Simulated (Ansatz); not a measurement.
C3H9NSi

Input file:

```
crystal:
  periodic: [false, false, false]
  atoms:
    - { symbol: C, position_ang: [-1.6368, 0.8103, 0.7604] }
    - { symbol: C, position_ang: [-0.3201, 0.934, 0.0861] }
    - { symbol: C, position_ang: [0.0609, -0.3861, -0.4863] }
    - { symbol: "N", position_ang: [0.8958, -1.3133, 0.3483] }
    - { symbol: Si, position_ang: [1.8824, -0.7214, -0.8437] }
    - { symbol: H, position_ang: [-2.4477, 0.542, 0.0333] }
    - { symbol: H, position_ang: [-1.6499, 0.1467, 1.5854] }
    - { symbol: H, position_ang: [-1.9415, 1.8521, 1.1301] }
    - { symbol: H, position_ang: [0.4088, 1.3328, 0.8647] }
    - { symbol: H, position_ang: [-0.3596, 1.6743, -0.7016] }
    - { symbol: H, position_ang: [-0.6135, -0.7823, -1.1789] }
    - { symbol: H, position_ang: [0.6129, -2.2817, 0.139] }
    - { symbol: H, position_ang: [2.8727, 0.0531, -0.0963] }
    - { symbol: H, position_ang: [2.2225, -1.8898, -1.6117] }
basis:
  gaussian: { orbitals: def2-SVP }
hamiltonian:
  xc: pbe0
  dispersion: d4
relax:
  f_tol: 0.02
  max_steps: 50
output:
  orbitals: {}
```

Command:

```sh
ansatz run input.yaml --threads 2 --pin off --max-ram 3072MiB --backend cpu --events-out ev --progress --plain --runs-dir out
```

The fields are those of the run's last geometry, not of the input's.

Computed with RKS PBE0-D4/def2-SVP (Ansatz 0.2.0).

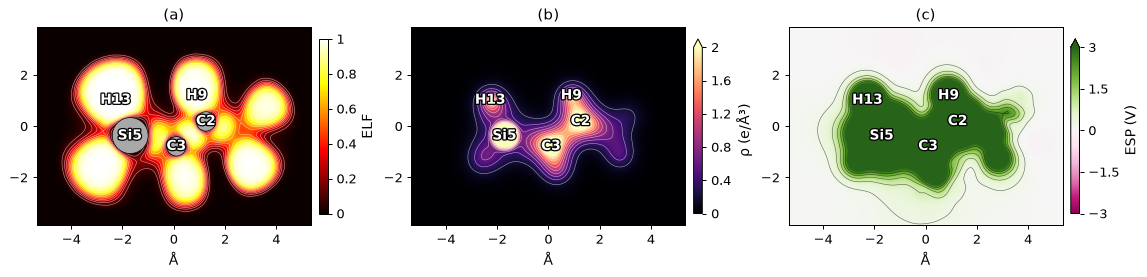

Figure 1. (a) electron localisation function; (b) electron density; (c) molecular electrostatic potential on the plane of atoms C3, Si5 and H13. Grey discs cover the atomic cores in the ELF map.

**Read the bonding off the picture.**

Atoms in the plane: C, Si and H.
C–C (1.51 Å): the density is about 1.7 e/Å³ at the midpoint; the ELF peaks at about 0.95 between the atoms: localised, covalent bonding.
C–Si (1.85 Å): the density is about 0.87 e/Å³ at the midpoint; the ELF peaks at about 0.85 between the atoms, as expected for a shared electron pair.
C–H (1.10 Å): ρ is about 1.9 e/Å³ halfway; the ELF climbs to about 1 towards the hydrogen, as it does in any bond to H (an ordinary covalent bond to hydrogen).
Si–H (1.48 Å): the density is about 0.77 e/Å³ at the midpoint; the ELF climbs to about 1 towards the hydrogen.
The potential has no marked negative region in this plane.

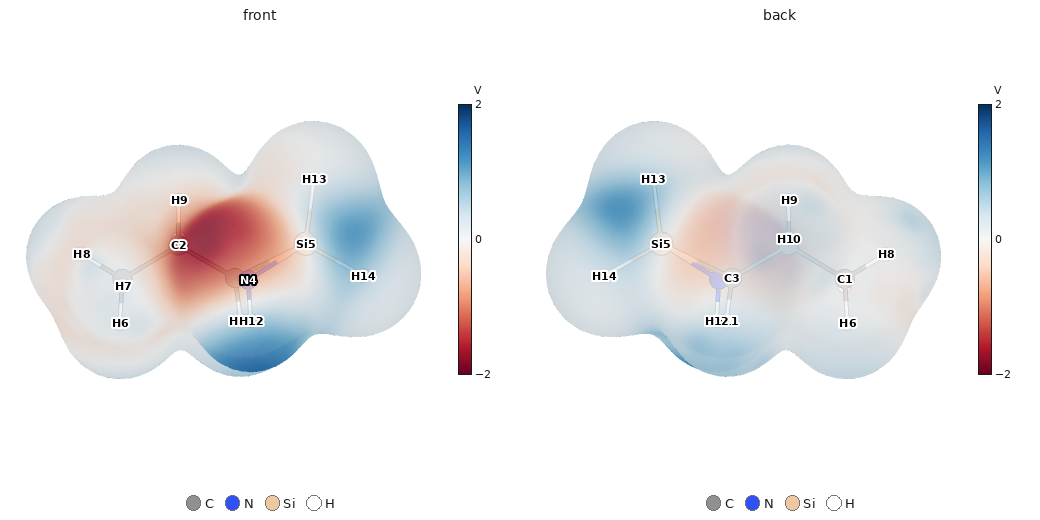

Figure 2. The molecular electrostatic potential painted on the density surface at 0.002 e/bohr³, seen from the front and from behind; the colour scale runs from red (negative) to blue (positive).

**Where is the surface potential most negative and most positive?**

The most negative region (about −1.7 V) lies over N4, the most positive (about +1.5 V) over H12. N4 is the likeliest acceptor of a hydrogen bond.

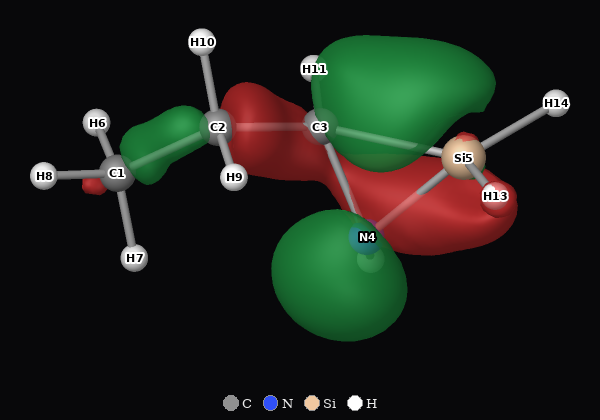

Figure 3. The HOMO at ±0.15 Å⁻³ᐟ² (green and red are the two phases), seen from one side.

**Describe this orbital and give its energy.**

By Hirshfeld shares it lies mainly on N4 (about 45 %), Si5 (about 20 %) and C3 (about 20 %). Its energy is −6.56 eV.
